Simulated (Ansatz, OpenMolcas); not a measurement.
## The HOMO–LUMO gap down a group: O to Se

One atom is swapped for its congeners: CO2 (carbon dioxide) `O=C=O`; OCS `O=C=S`; CSeO `O=C=[Se]`. All are singlets with charge 0.

Shapes, held fixed at every level: PBE0-D4/def2-TZVP. Programs: Ansatz 0.2.0, OpenMolcas 26.06. Values in eV.

```
                             level    CO2    OCS   CSeO
              r2SCAN-D4/def2-TZVPP   9.64   6.14   5.47
B3LYP/6-31G* (spherical functions)  11.12   7.52   6.69
               B3LYP-D4/def2-TZVPP  10.80   7.35   6.58
               BHLYP-D4/def2-TZVPP  13.71  10.02   9.07
                wB97X-V/def2-TZVPP  15.94  12.40  11.46
                wB97M-V/def2-TZVPP  15.42  12.21  11.30
```

At wB97M-V/def2-TZVPP the HOMO–LUMO gap falls at every step, from 15.42 to 11.30 eV. Every level shows the same order. Relativity is left out for Se unless named. Orbital gaps aren't excitation energies, and the LUMO depends on the basis.

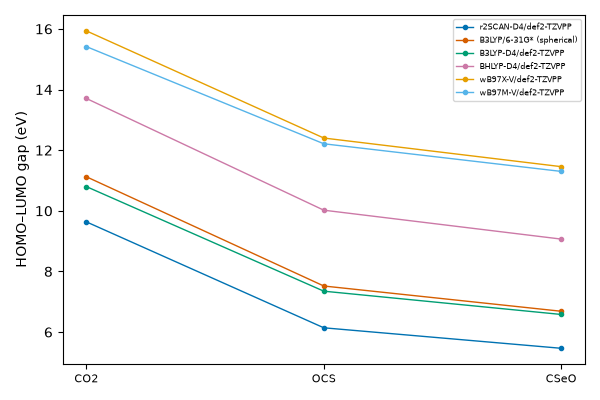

The trend along the series, level by level.
